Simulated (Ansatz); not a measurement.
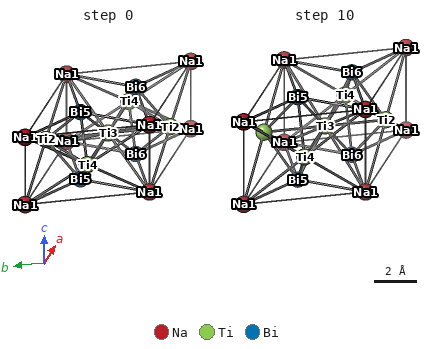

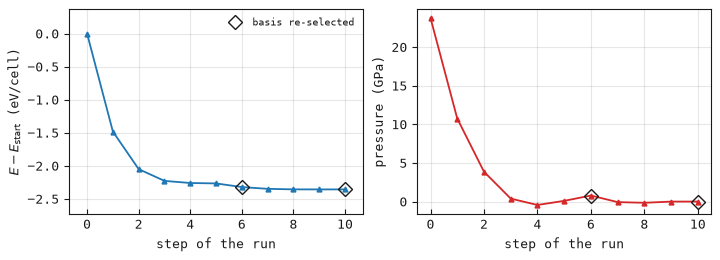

First and last geometry of a relaxation of a crystal of NaTi3Bi2 (built on the ZrCo3B2 type) (coarse preliminary run), with the history of the run. Style: ball-and-stick. Shown: the cell of the calculation, from a free direction.

Case: ZrCo3B2 type (P6/mmm, No. 191).

Computed with DFT PBE, scalar-relativistic, plane waves, PAW (Ansatz 0.2.0).

The input:
```yaml
crystal:
  lattice:
    - [6.1130283564, 0.0, 0.0]
    - [-3.0565141782, 5.2940378507, 0.0]
    - [0.0, 0.0, 3.8252000487]
  atoms:
    - { symbol: Na, position: [0.0, 0.0, 0.0] }
    - { symbol: Ti, position: [0.5, 0.0, 0.5] }
    - { symbol: Ti, position: [0.5, 0.5, 0.5] }
    - { symbol: Ti, position: [0.0, 0.5, 0.5] }
    - { symbol: Bi, position: [0.3333333333, 0.6666666667, 0.0] }
    - { symbol: Bi, position: [0.6666666667, 0.3333333333, 0.0] }
basis:
  ecutwfc: 420
kpoints:
  mp_grid: { grid: [3, 3, 4] }
hamiltonian:
  xc: pbe
scf:
  occupations: { method: gaussian, width: 0.1 }
  lower_state_search: "off"
output:
  forces: true
  stress: true
  eigenvalues: true
relax:
  adjacent_minimum: "off"
  f_tol: 0.04
  max_steps: 70
  cell: { stress_tol: 0.4 }
```

Command:
```bash
ansatz run input.yaml --threads 1 --pin off --max-ram 2560MiB --backend cpu --events-out ev --progress --plain --runs-dir out
```

Did the run converge, and what did it change?

Answer. It converged. Over 8 accepted moves (10 points after the start) the energy falls by 2.356 eV per cell of the calculation. All forces vanish by symmetry, so only the cell relaxes. Pressure: 23.76 GPa at the start and 0.01 GPa at the end. At 2 points the geometry stayed and the basis and grid were re-selected for the new cell (energy shift of 54.8 meV per cell of the calculation at most each time). No atom moves by more than 0.005 Å relative to the cell. Cell: a = b 6.113 → 5.987 Å (−2.1 %), c 3.825 → 4.688 Å (+22.6 %). Volume +17.6 %. Near-neighbour distances that change, for instance: Ti2–Bi5 2.602 → 2.913 Å, Na1–Ti2 3.606 → 3.802 Å, Na1–Bi5 3.529 → 3.457 Å, Ti2–Ti3 3.057 → 2.994 Å. The space group stays P6/mmm (No. 191).

Limits of the set-up: the k-point mesh is coarse for a cell with partly filled bands.
